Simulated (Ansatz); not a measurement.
**A workflow on SiH2O2 (SMILES O[Si]O)**

We compute a series of 28 runs (HF/STO-3G, UHF/STO-3G, HF/3-21G, UHF/3-21G, HF/6-31G*, UHF/6-31G*, B3LYP/6-31G*, UB3LYP/6-31G*, and more) of H2O2Si. 

The calculation is run with Ansatz 0.2.0.

## (1) Starting point

SiH2O2: 5 atoms, total charge 0, spin state singlet. SMILES: `O[Si]O`. The coordinates come from a PBE0-D4/def2-TZVP relaxation. This is one conformer, not always the lowest. The run starts from this shape.

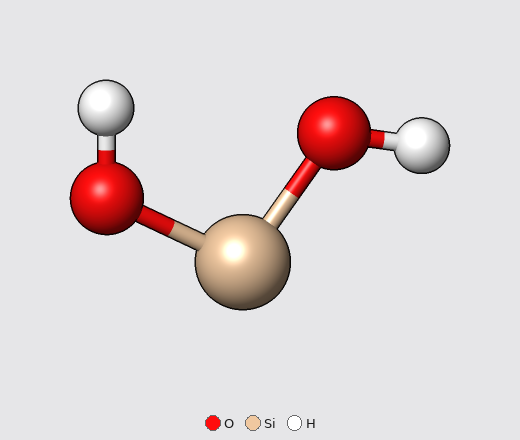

Viewed from a chosen angle; oxygen red, silicon light orange, hydrogen white.

## (2) A structure relaxation at HF/STO-3G (start density atoms) (run 1)

File in.yaml:

```yaml
crystal:
  periodic: [false, false, false]
  atoms:
    - {symbol: O, position_ang: [-1.443200, -0.105600, -0.275000]}
    - {symbol: Si, position_ang: [-0.212000, -0.791300, 0.567700]}
    - {symbol: O, position_ang: [1.036000, 0.187500, 0.068600]}
    - {symbol: H, position_ang: [-1.231900, 0.648900, -0.836100]}
    - {symbol: H, position_ang: [1.901100, -0.013100, 0.433400]}
basis:
  gaussian:
    orbitals: STO-3G
hamiltonian:
  xc: hf
relax:
  f_tol: 0.002
output: {orbitals: {seedname: orbitals}}
```

Command:

```sh
ansatz run in.yaml --threads 1 --pin off --max-ram 3480MiB --events-out events.jsonl --progress --plain --runs-dir runs
```

The log of the run:

```text
Warning: RAYON_NUM_THREADS=1 ignored (pool sized by the plan → 1); use --threads N
The last accepted step is kept in runs//last_step.txt (removed where the run ends without a failure and the disk answers)
[... 62 lines left out ...]
Total energy: -11822.10815694 eV, -434.4544614548 hartree
[... 5 lines left out ...]
Dipole moment:     0.324526    -0.075038     0.136829 e Å
```

Run time: 3.6 s. Hardware: 1 thread of Intel Xeon Platinum 8488C (Sapphire Rapids), shared host; peak memory 0.11 GiB.

Steps, from the record of the run:

```csv
step,energy from the first frame kept (eV),largest force (eV/Å)
1,0.0000,2.4376
2,-0.1111,0.4418
3,-0.1265,0.4180
4,-0.1320,0.1725
5,-0.1318,0.2118
6,-0.1324,0.0269
7,-0.1324,0.0060
8,-0.1324,0.0021
```

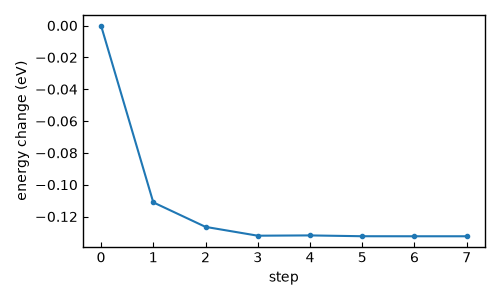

Energy along the run.

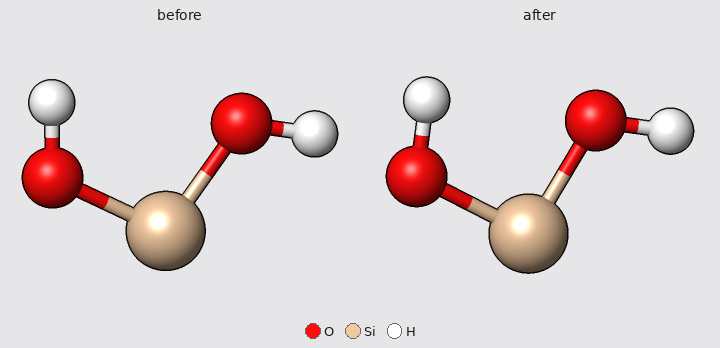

Before and after, at one scale.

After the run. Bond lengths: O1–Si2 1.651 Å, Si2–O3 1.665 Å, O1–H4 0.985 Å, O3–H5 0.983 Å. Angles: O1–Si2–O3 92.9°, Si2–O1–H4 111.1°, Si2–O3–H5 111.4°.

## (3) The harmonic vibrations at HF/STO-3G (start density atoms) (run 2)

File input.yaml:

```yaml
crystal:
  periodic: [false, false, false]
  atoms:
    - {symbol: O, position_ang: [-1.422940, -0.109845, -0.267120]}
    - {symbol: Si, position_ang: [-0.218696, -0.833045, 0.600087]}
    - {symbol: O, position_ang: [0.940412, 0.214418, 0.024289]}
    - {symbol: H, position_ang: [-1.075056, 0.645160, -0.796096]}
    - {symbol: H, position_ang: [1.826281, 0.009712, 0.397440]}
basis:
  gaussian:
    orbitals: STO-3G
phonons:
  temperatures:
    t_min: 298.15
    t_max: 298.15
    t_step: 1
hamiltonian:
  xc: hf
```

Command:

```sh
ansatz run input.yaml --threads 1 --pin off --max-ram 3480MiB --events-out events.jsonl --progress --plain --runs-dir runs
```

The log of the run:

```text
Warning: RAYON_NUM_THREADS=1 ignored (pool sized by the plan → 1); use --threads N
[... 169 lines left out ...]
Total energy: -11822.10814386 eV, -434.4544609742 hartree
[... 5 lines left out ...]
Dipole moment:     0.324527    -0.075038     0.136829 e Å
Vibrations: 409.92 530.52 630.15 937.60 979.44 1191.32 1256.72 4237.23 4279.13 cm⁻¹, zero-point energy 0.895910 eV
```

Wall time 6.9 s (1 thread of Intel Xeon Platinum 8488C (Sapphire Rapids), shared host); peak memory 0.088 GiB.

Runs 3 to 11 aren't shown in full; the table further down has their settings and results.

## (4) The doublet cation: a structure relaxation at UHF/6-31G(d) (Cartesian functions, start density atoms) (run 12)

File job.yaml:

```yaml
crystal:
  periodic: [false, false, false]
  atoms:
    - {symbol: O, position_ang: [-1.432616, -0.100098, -0.277213]}
    - {symbol: Si, position_ang: [-0.213801, -0.793690, 0.569368]}
    - {symbol: O, position_ang: [1.028315, 0.181233, 0.071767]}
    - {symbol: H, position_ang: [-1.219983, 0.644192, -0.829319]}
    - {symbol: H, position_ang: [1.888085, -0.005236, 0.423997]}
basis:
  gaussian:
    orbitals: "6-31G*"
relax: {}
hamiltonian:
  xc: hf
magnetization:
  spin_polarized: true
  initial_magnetization: 1
total_charge: 1
```

Command:

```sh
ansatz run job.yaml --threads 1 --pin off --max-ram 3480MiB --events-out events.jsonl --progress --plain --runs-dir runs
```

The log of the run:

```text
Warning: RAYON_NUM_THREADS=1 ignored (pool sized by the plan → 1); use --threads N
The last accepted step is kept in runs//last_step.txt (removed where the run ends without a failure and the disk answers)
[... 63 lines left out ...]
Total energy: -11961.07407862 eV, -439.5613648819 hartree
[... 5 lines left out ...]
Dipole moment:     0.284431    -0.175318     0.208499 e Å
```

It took 7.5 s on 1 thread of Intel Xeon Platinum 8488C (Sapphire Rapids), shared host; peak memory 0.12 GiB.

Step by step:

```csv
step,energy from the first frame kept (eV),largest force (eV/Å)
1,0.0000,5.1438
2,-0.3897,2.9920
3,-0.5500,1.6968
4,-0.6207,0.6815
5,-0.6394,0.3203
6,-0.6456,0.1808
7,-0.6458,0.1342
8,-0.6460,0.0072
```

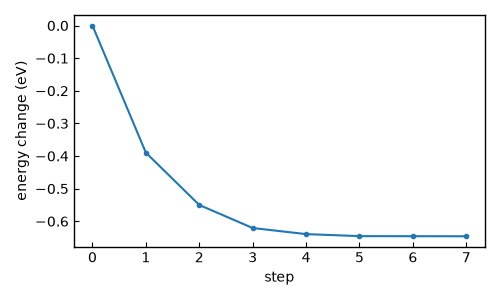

Energy along the run.

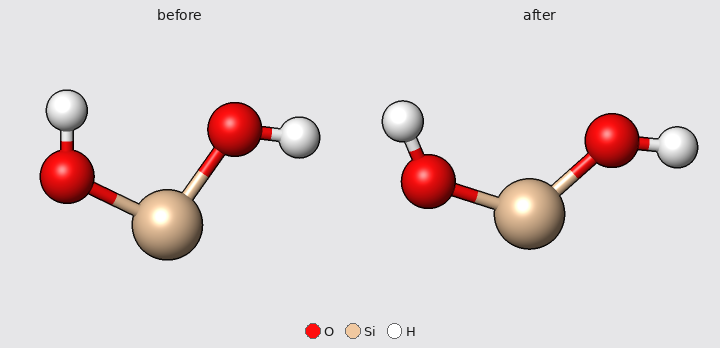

Before and after, at one scale.

After the run. Bond lengths: O1–Si2 1.558 Å, Si2–O3 1.567 Å, O1–H4 0.956 Å, O3–H5 0.954 Å. Angles: O1–Si2–O3 120.3°, Si2–O1–H4 132.5°, Si2–O3–H5 131.8°.

Runs 13 to 27 aren't shown in full; the table further down has their settings and results.

## (5) Vibrational wavenumbers at BLYP/cc-pVTZ (start density atoms) (run 28)

File molecule.yaml:

```yaml
crystal:
  periodic: [false, false, false]
  atoms:
    - {symbol: O, position_ang: [-1.472304, -0.106199, -0.281488]}
    - {symbol: Si, position_ang: [-0.215029, -0.804521, 0.577784]}
    - {symbol: O, position_ang: [1.058433, 0.195528, 0.067237]}
    - {symbol: H, position_ang: [-1.250528, 0.657153, -0.847008]}
    - {symbol: H, position_ang: [1.929428, -0.015561, 0.442074]}
basis:
  gaussian:
    orbitals: cc-pVTZ
hamiltonian:
  xc: {name: BLYP}
phonons:
  temperatures: {t_min: 298.15, t_max: 298.15, t_step: 1}
```

Command:

```sh
ansatz run molecule.yaml --threads 1 --pin off --max-ram 3480MiB --events-out events.jsonl --progress --plain --runs-dir runs
```

The log of the run:

```text
Warning: RAYON_NUM_THREADS=1 ignored (pool sized by the plan → 1); use --threads N
[... 24 lines left out ...]
729 factors; their error is unknown
[... 31 lines left out ...]
729 factors; their error is unknown
[... 30 lines left out ...]
729 factors; their error is unknown
[... 30 lines left out ...]
729 factors; their error is unknown
[... 25 lines left out ...]
729 factors; their error is unknown
[... 4 lines left out ...]
729 factors; their error is unknown
[... 4 lines left out ...]
729 factors; their error is unknown
[... 5 lines left out ...]
729 factors; their error is unknown
[... 4 lines left out ...]
729 factors; their error is unknown
[... 4 lines left out ...]
729 factors; their error is unknown
[... 9 lines left out ...]
Dipole moment:     0.341601     0.118360    -0.015716 e Å
Vibrations: 303.49 433.97 500.19 746.87 776.24 805.57 868.67 3637.73 3707.75 cm⁻¹, zero-point energy 0.730296 eV
```

It took 40 s on 1 thread of Intel Xeon Platinum 8488C (Sapphire Rapids), shared host; peak memory 0.14 GiB.

## (6) The series

```csv
run,level,task,walk f tol,partner,energy (Eh),dipole moment (D),wall time
1,HF/STO-3G (start density atoms),optimise,0.002,base,-434.454461,1.73,3.6 s
2,HF/STO-3G (start density atoms),frequencies,–,base,-434.454461,1.73,6.9 s
3,UHF/STO-3G (start density atoms),energy,–,cation,-434.230181,–,0.38 s
4,UHF/STO-3G (start density atoms),optimise,–,cation,-434.246132,–,5.4 s
5,HF/3-21G (start density atoms),optimise,0.002,base,-437.525781,2.27,3.6 s
6,HF/3-21G (start density atoms),frequencies,–,base,-437.525781,2.27,8.1 s
7,UHF/3-21G (start density atoms),energy,–,cation,-437.200594,–,0.32 s
8,UHF/3-21G (start density atoms),optimise,–,cation,-437.224731,–,9.3 s
9,"HF/6-31G* (Cartesian functions, start density atoms)",optimise,0.002,base,-439.857149,2.03,8.1 s
10,"HF/6-31G* (Cartesian functions, start density atoms)",frequencies,–,base,-439.857149,2.03,23 s
11,"UHF/6-31G* (Cartesian functions, start density atoms)",energy,–,cation,-439.537620,–,0.57 s
12,"UHF/6-31G* (Cartesian functions, start density atoms)",optimise,–,cation,-439.561365,–,7.5 s
13,"B3LYP/6-31G* (Cartesian functions, start density atoms)",optimise,0.002,base,-441.190082,1.98,16 s
14,"B3LYP/6-31G* (Cartesian functions, start density atoms)",frequencies,–,base,-441.190082,1.98,35 s
15,"UB3LYP/6-31G* (Cartesian functions, start density atoms)",energy,–,cation,-440.837955,–,2.5 s
16,"UB3LYP/6-31G* (Cartesian functions, start density atoms)",optimise,–,cation,-440.856654,–,24 s
17,PBE/def2-SVP (start density atoms),optimise,0.002,base,-440.682540,1.96,11 s
18,PBE/def2-SVP (start density atoms),frequencies,–,base,-440.682540,1.96,19 s
19,UPBE/def2-SVP (start density atoms),energy,–,cation,-440.336605,–,1.3 s
20,UPBE/def2-SVP (start density atoms),optimise,–,cation,-440.354932,–,15 s
21,"MP2/6-31G* (Cartesian functions, start density atoms)",optimise,0.002,base,-440.293880,2.08,8.1 s
22,"MP2/6-31G* (Cartesian functions, start density atoms)",frequencies,–,base,-440.293880,2.08,32 s
23,"UMP2/6-31G* (Cartesian functions, start density atoms)",energy,–,cation,-439.954737,–,0.73 s
24,"UMP2/6-31G* (Cartesian functions, start density atoms)",optimise,–,cation,-439.976268,–,15 s
25,MP2/aug-cc-pVDZ (start density atoms),optimise,0.002,base,-440.405200,1.77,32 s
26,MP2/aug-cc-pVDZ (start density atoms),frequencies,–,base,-440.405200,1.77,92 s
27,BLYP/cc-pVTZ (start density atoms),optimise,0.002,base,-441.266493,1.74,18 s
28,BLYP/cc-pVTZ (start density atoms),frequencies,–,base,-441.266493,1.74,40 s
```

## (7) Summary of results

| quantity | value |
| --- | --- |
| run 28, BLYP/cc-pVTZ: total energy | -441.26649 Eh |
| run 28, BLYP/cc-pVTZ: dipole moment | 1.74 D |
| run 28, BLYP/cc-pVTZ: largest force on an atom | 0.000 eV/Å |
| run 28, BLYP/cc-pVTZ: lowest harmonic wavenumber | 303 cm⁻¹ |
| run 28, BLYP/cc-pVTZ: highest harmonic wavenumber | 3708 cm⁻¹ |
| run 28, BLYP/cc-pVTZ: zero-point energy | 70.5 kJ/mol |
| vertical ionisation energy (to the doublet cation), HF/6-31G* | 8.695 eV |
| vertical ionisation energy (to the doublet cation), B3LYP/6-31G* | 9.582 eV |
| vertical ionisation energy (to the doublet cation), PBE/def2-SVP | 9.413 eV |
| adiabatic ionisation energy (to the doublet cation, no zero-point term), HF/STO-3G | 5.669 eV |
| adiabatic ionisation energy (to the doublet cation, no zero-point term), HF/3-21G | 8.192 eV |
| adiabatic ionisation energy (to the doublet cation, no zero-point term), B3LYP/6-31G* | 9.073 eV |
| adiabatic ionisation energy (to the doublet cation, no zero-point term), PBE/def2-SVP | 8.915 eV |
| adiabatic ionisation energy (to the doublet cation, no zero-point term), MP2/6-31G* | 8.643 eV |

**Reading.** At HF/6-31G*: removing an electron at fixed nuclei costs 8.69 eV (201 kcal/mol). At B3LYP/6-31G*: the vertical ionisation energy comes to 9.58 eV (221 kcal/mol). At PBE/def2-SVP: the vertical ionisation energy comes to 9.41 eV (908 kJ/mol). At HF/STO-3G: the adiabatic ionisation energy (to the doublet cation, no zero-point term) is 5.67 eV (547 kJ/mol). In a minimal basis such a difference can be off by several eV, whatever the method. At HF/3-21G: the adiabatic ionisation energy (to the doublet cation, no zero-point term) is 8.19 eV (189 kcal/mol). Totals of different functionals can't be ranked against each other. In runs 1, 2, 3, 4 the basis is minimal, so the values are rough. All runs together took 7.3 min, the longest 92 s.
